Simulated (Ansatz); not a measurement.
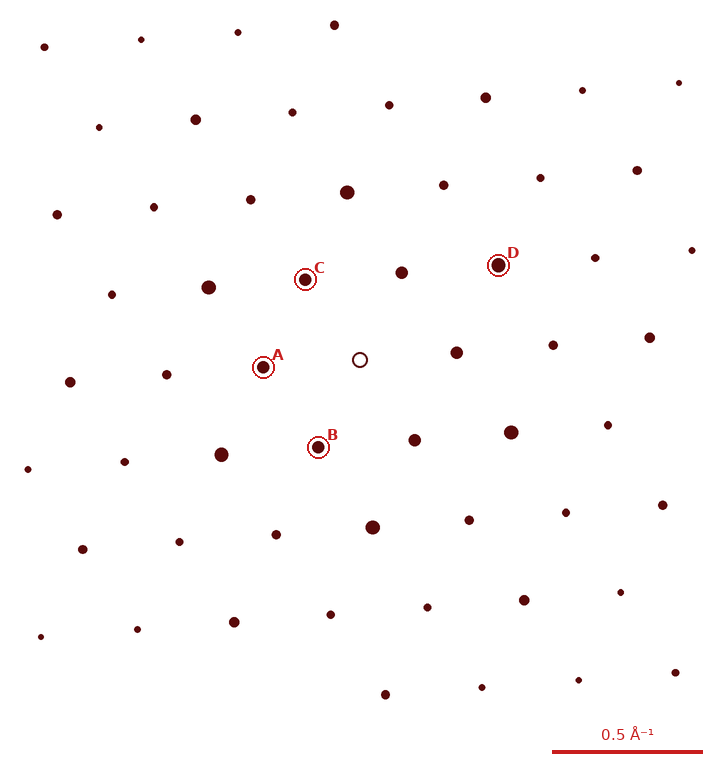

The pattern is a kinematic simulation for 120 kV electrons (no multiple scattering; isotropic B = 0.5 Å²). The zone axis points towards the electron source and the pattern is seen from the source side.

Crystal: Lu, space group P6_3/mmc (No. 194), a = 3.56 Å, c = 5.55 Å (hexagonal axes). Structure: the input geometry of an electronic-structure calculation (not necessarily at equilibrium).

Spot A is indexed -1 0 0 and spot B 0 -1 0.

Give hkl for C, D.

C = A − B = -1 1 0 (d = 3.081 Å). D = −A − B = 1 1 0 (d = 1.779 Å).

Find the zone axis.

The cross product of A and B is parallel to [001]; every spot obeys hu + kv + lw = 0.

What are the spacings of A and B and the angle between them?

d(A) = 3.081 Å, d(B) = 3.081 Å, and the angle is 60.0°.
